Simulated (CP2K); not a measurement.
Consider tetrahydrofuran at its PBE geometry (Å).

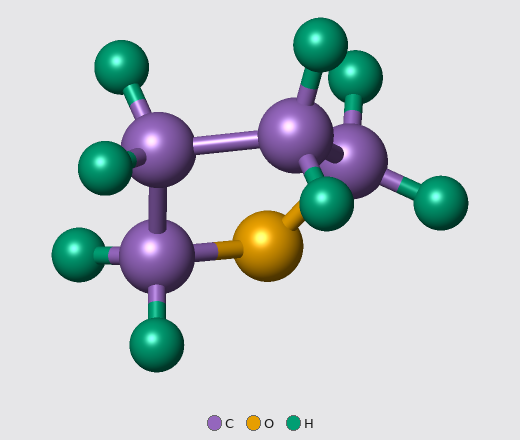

The molecule (carbon purple, oxygen orange, hydrogen teal).

```xyz
13

C    -0.2510    1.0157   -0.2502
C     0.9278    0.3210    0.4485
C     0.7527   -1.1246   -0.0181
O    -0.6719   -1.3310   -0.1643
C    -1.3459   -0.0490   -0.1521
H    -0.5396    1.9639    0.2203
H    -0.0046    1.2170   -1.3028
H     1.9048    0.7397    0.1759
H     0.8185    0.3863    1.5408
H     1.1357   -1.8681    0.6957
H     1.2459   -1.2926   -0.9929
H    -1.9153    0.0460    0.7896
H    -2.0570   -0.0243   -0.9905
```

Method: CP2K XAS_TDP, all-electron GAPW, PBEh(45%), aug-cc-pVDZ, TDA, GW2X-corrected core level, no relativity.

Question: Where do the C K-edge lines lie, and how strong are they?

Leading lines: C1 289.87 eV and C3 291.14 eV. The leading line of an atom is its first one with 35 % of the strongest within 2.5 eV of its lowest line over the strength cut. Core ionisation energies at this level: C1 291.96 and C3 293.16 eV.

The first six lines of each atom with a strength over 0.0015:

```tsv
atom	energy (eV)	states	strength, one atom	above the computed threshold
C1 (bonded to 2 C and 2 H), 2 alike	289.87	1	0.0089	
	290.34	1	0.0181	
	290.92	1	0.0022	
	291.67	1	0.0027	
	291.80	1	0.0024	
	291.87	1	0.0031	
C3 (bonded to C, O and 2 H), 2 alike	291.14	1	0.0158	
	291.68	1	0.0301	
	291.70	1	0.0184	
	292.54	1	0.0025	
	292.86	1	0.0062	
	293.09	2	0.0029
```

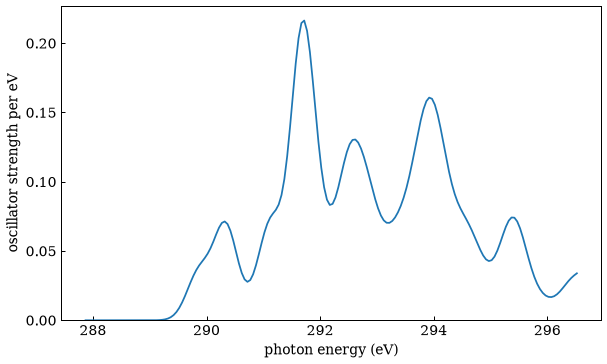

All atoms added, broadened by 0.5 eV.

Lines are vertical, at one geometry, with no vibrational structure. GW2X ionisation energies and lines can be off by 1 to 2 eV either way, and a good line position may hide errors that cancel. These values hold no scalar relativity, about 0.1 eV for C 1s. Rydberg lines, and the discretised continuum above threshold, depend on the basis and the box.

[Banner, clock and machine lines of the logs are left out without a mark of their own.]

[Logs are printed without paths, hosts, clocks, repeated set-up lines and the standing remarks that a program may print on its own settings, such as how far it seeks lower states.]

[Hosts, paths, dates, database ids (printed as entryN), source tags and the programs' standing remarks are cut or masked in the printed files.]
